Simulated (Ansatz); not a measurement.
```
atom    x (Å)    y (Å)    z (Å)
  Al   0.0545  -0.6710  -0.3947
   H   0.0057   0.2173   2.2184
  Cl   1.8296   0.3757  -0.7368
  Cl  -1.7535   0.0480  -1.1563
   N   0.0598  -2.2439   0.5897
   H  -0.7233  -2.8874   0.5673
   H   0.9180  -2.7113   0.8565
   H  -0.0229  -0.4737   2.0088
```

Not at a stationary point (largest force 2.0 eV/Å).

The calculation used RKS PBE0/def2-SVP in Ansatz 0.2.0.

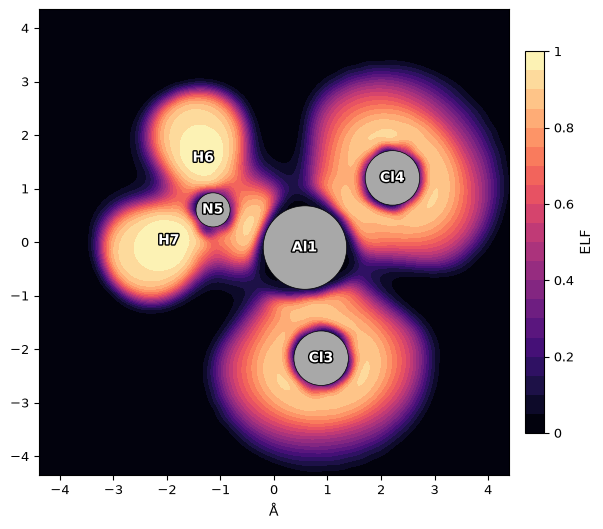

AlCl2H2N···H2. Electron localisation function on the plane of atoms Cl3, Al1 and Cl4. Grey discs cover the atomic cores.

What does the map show?

- Atoms in the plane: Al, Cl, N and H.
- Al–N (1.86 Å): the ELF peaks at about 0.90 between the atoms: a shared but strongly polarised pair.
- Al–Cl (2.09 Å): the ELF peaks at about 0.90 in the valence shell of Cl, 0.9 Å from its nucleus, and is about 0.80 at the midpoint.
- N–H (1.01 Å): the ELF climbs to about 1 towards the hydrogen, as it does in any bond to H: an ordinary covalent bond to hydrogen.
- The ELF also peaks beside Cl3 and Cl4, away from the bonds: lone-pair regions.
